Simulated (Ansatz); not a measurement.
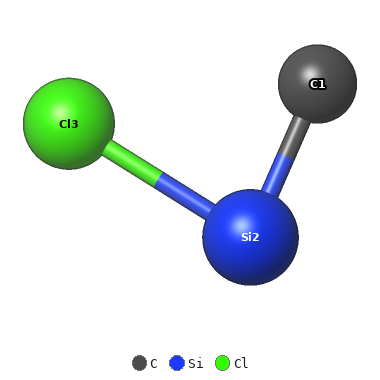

The system is CClSi, SMILES [C-]#[Si]Cl, charge −1; the picture shows the reference structure. The first coordinate is: angle C1–Si2–Cl3; the second: change of the bonds Si2–C1, Si2–Cl3, all alike. Nothing is relaxed (all other coordinates rigid). Grid: 9 × 9 points. Points are written as (first, second). Energies are in kJ/mol, from the relaxed molecule at the same level. Method: Ansatz, RKS wB97M-V/def2-SVPD.

Its coordinates:

```
atom    x (Å)    y (Å)    z (Å)
   C   1.1252   0.1040   0.6404
  Si  -0.2358   0.9988  -0.0407
  Cl  -0.8894  -1.1028  -0.5996
```

Range: angle C1–Si2–Cl3 from 40.0 to 126.2°; change of the bonds Si2–C1, Si2–Cl3, all alike from −0.222 to 0.343 Å.

Question: Predict the map.

Answer: The lowest grid point is at (83.1°, −0.010 Å), 0.18 kJ/mol from the relaxed molecule at the same level. No other kind of well shows on this grid. The highest grid point, (40.0°, −0.222 Å), lies 737 kJ/mol above the lowest.

| second ↓, first → | 40.0 | 50.8 | 61.6 | 72.3 | 83.1 | 93.9 | 104.7 | 115.5 | 126.2 |
| --- | --- | --- | --- | --- | --- | --- | --- | --- | --- |
| 0.343 | 176 | 121 | 122 | 124 | 125 | 126 | 131 | 141 | 156 |
| 0.272 | 171 | 90 | 84 | 85 | 86 | 88 | 94 | 104 | 119 |
| 0.202 | 177 | 66 | 52 | 52 | 53 | 55 | 61 | 71 | 85 |
| 0.131 | 197 | 50 | 27 | 24 | 25 | 27 | 32 | 42 | 54 |
| 0.061 | 237 | 46 | 12 | 6 | 6 | 8 | 12 | 20 | 31 |
| −0.010 | 302 | 58 | 12 | 2 | 0 | 1 | 4 | 8 | 16 |
| −0.081 | 400 | 93 | 30 | 16 | 13 | 12 | 12 | 13 | 17 |
| −0.151 | 540 | 157 | 75 | 56 | 50 | 47 | 43 | 40 | 39 |
| −0.222 | 738 | 263 | 157 | 131 | 123 | 117 | 108 | 99 | 93 |

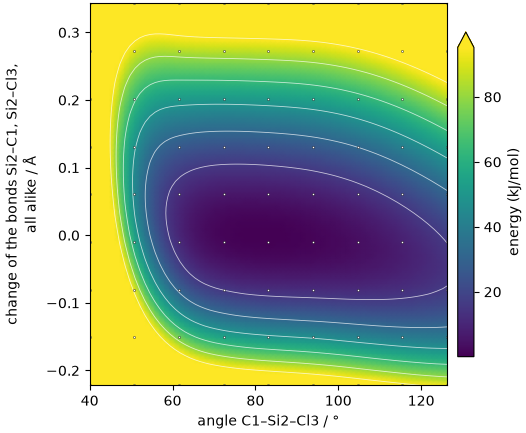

In the figure: a smooth colour map with a few white contour lines, dots at the grid points, one colour for all values above the top of the scale. Between grid points the surface is interpolated.

Each point was launched as `ansatz run input.yaml --threads 1 --pin off --max-ram 2560MiB --backend cpu --events-out ev --progress --plain --runs-dir out`. The whole map (81 points run) took 13 min on 1 thread of Intel(R) Xeon(R) Platinum 8259CL CPU @ 2.50GHz (Skylake/Cascade Lake), on a shared host.
